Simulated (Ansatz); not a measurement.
# F2HOTi···F2 (doublet): what the fields show

```xyz
7

Ti   -0.1168    0.0154   -0.4008
F     0.7219    0.1399    2.3922
F     1.6422    0.0911   -0.1860
F    -1.0193    1.4946   -0.7632
O    -0.9682   -1.5312   -0.2891
H    -1.4325   -2.3594   -0.2461
F    -0.2268    0.0438    3.3678
```

All numbers below come from UKS BHLYP/def2-SVP (Ansatz).

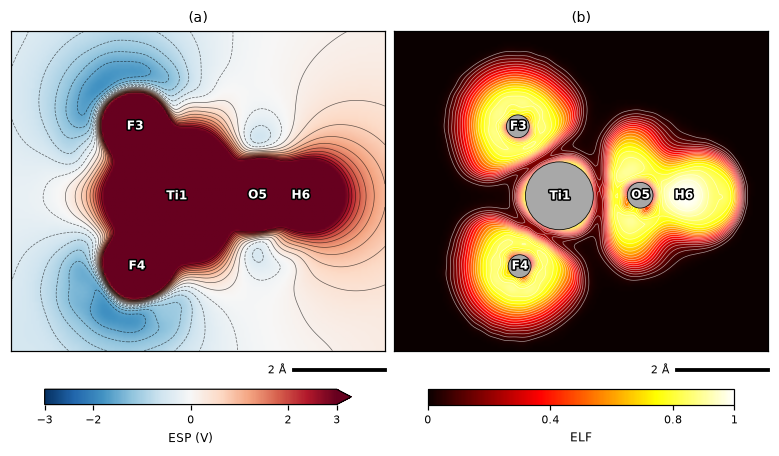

Figure 1. (a) electrostatic potential; (b) electron localisation function on the plane of atoms F4, Ti1 and O5. Grey discs cover the atomic cores in the ELF map.

Read the bonding off the picture.

- The section cuts through Ti, F, O and H sites.
- Ti–O (1.77 Å): the ELF peaks at about 0.80 in the valence shell of O, 0.5 Å from its nucleus, and drops to about 0.20 between the two atoms.
- Ti–F (1.77 Å): the ELF peaks at about 0.85 in the valence shell of F, 0.5 Å from its nucleus, and drops to about 0.15 between the two atoms.
- O–H (0.95 Å): the ELF climbs to about 1 towards the hydrogen, as it does in any bond to H (a covalent bond by its length).
- Outside the dense part of the complex the potential is most negative (−1.8 V) near F4.

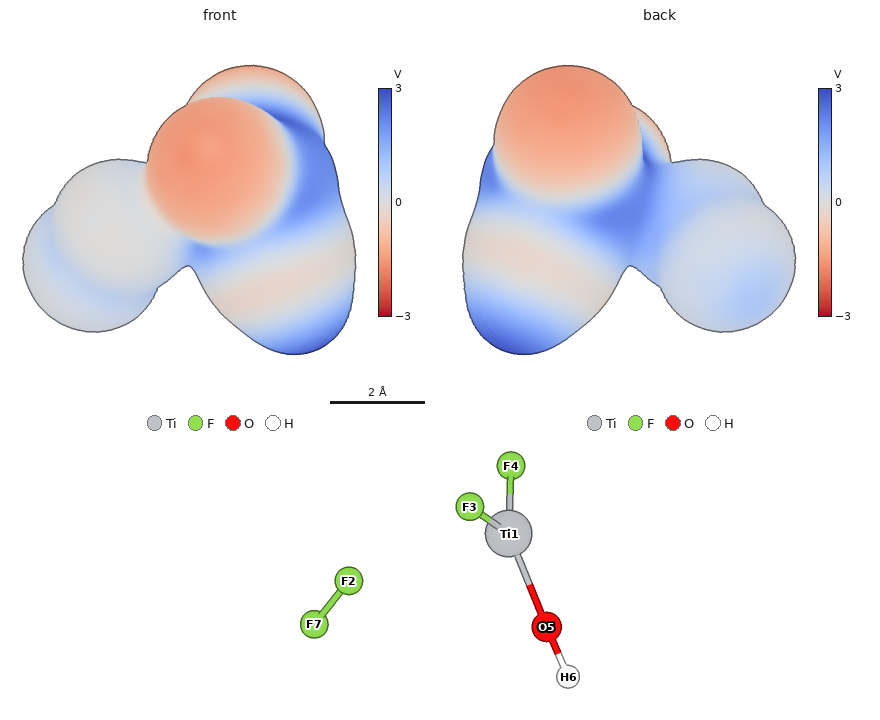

Figure 2. The electrostatic potential painted on the density surface at 0.002 e/bohr³, seen from the front and from behind; the colour scale runs from red (negative) to blue (positive). The bare structure is drawn below in the same view.

Describe the electrostatic potential map.

The most negative region (about −1.5 V, or −35 kcal/mol for a unit charge) lies over F3 and F4, the most positive (about +2.7 V, or +62 kcal/mol for a unit charge) over Ti1 and H6.

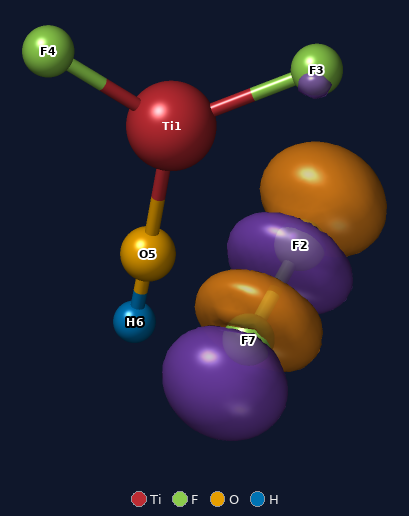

Figure 3. The LUMO (α) at ±0.15 Å⁻³ᐟ² (orange and purple are the two phases), seen at an oblique angle.

Describe this orbital and give its energy.

It lies mainly on F7 (about 55 %) and F2 (about 45 %). Its energy is −1.33 eV.

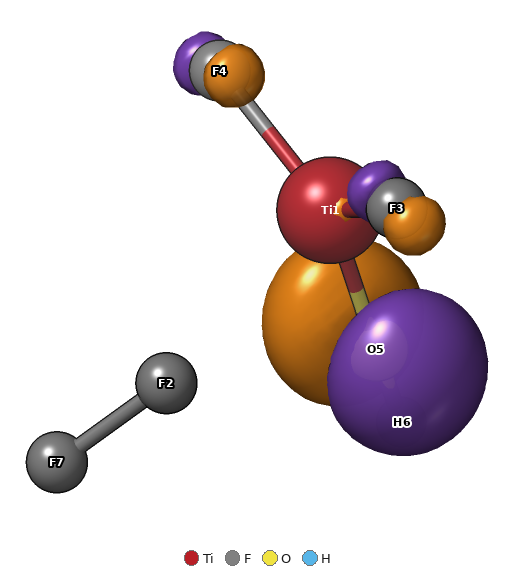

Figure 4. The HOMO (β) at ±0.2 Å⁻³ᐟ² (orange and purple are the two phases), seen at an oblique angle.

Where does this orbital lie, and at what energy?

By Hirshfeld shares it lies mainly on O5 (about 80 %) and Ti1 (about 10 %); largely a lone pair of O5. Its energy is −11.23 eV.
